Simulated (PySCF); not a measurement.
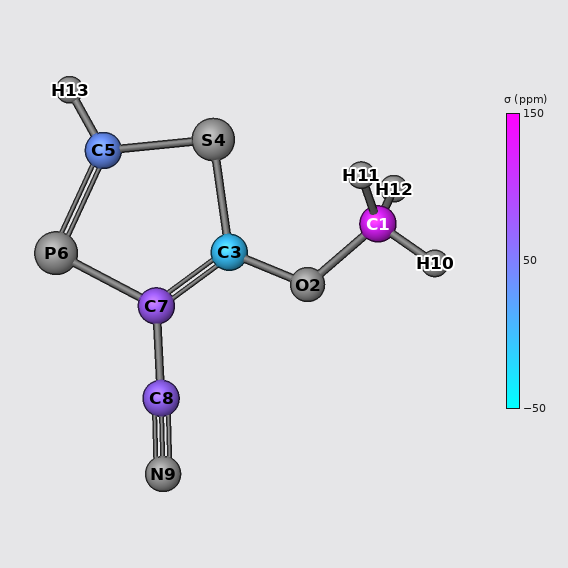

Atoms are coloured by their isotropic NMR shieldings (C only, the others grey). Computed geometry: GFN2-xTB optimisation. No frequency run is at hand to confirm it as a minimum. Method: GIAO PBE0/pcSseg-1 NMR shielding, non-relativistic, gas phase (PySCF 2.14.0).

Which C atom is the most shielded (lowest chemical shift)?

Answer. C1 (124.7 ppm).

Which C atom is the least shielded (highest chemical shift)?

Answer. C3 (−4.2 ppm).

How wide is the range of C shifts?

Answer. 128.9 ppm.

Give the isotropic NMR shieldings of the C atoms atom by atom.

| atom | σ (ppm) |
| --- | --- |
| C1 | 124.7 |
| C3 | −4.2 |
| C5 | 34.3 |
| C7 | 76.7 |
| C8 | 68.9 |

The geometry is semi-empirical. Around P such bond lengths and angles can be off by a tenth of an ångström or more and by several degrees, and values that hang on the shape move with them.
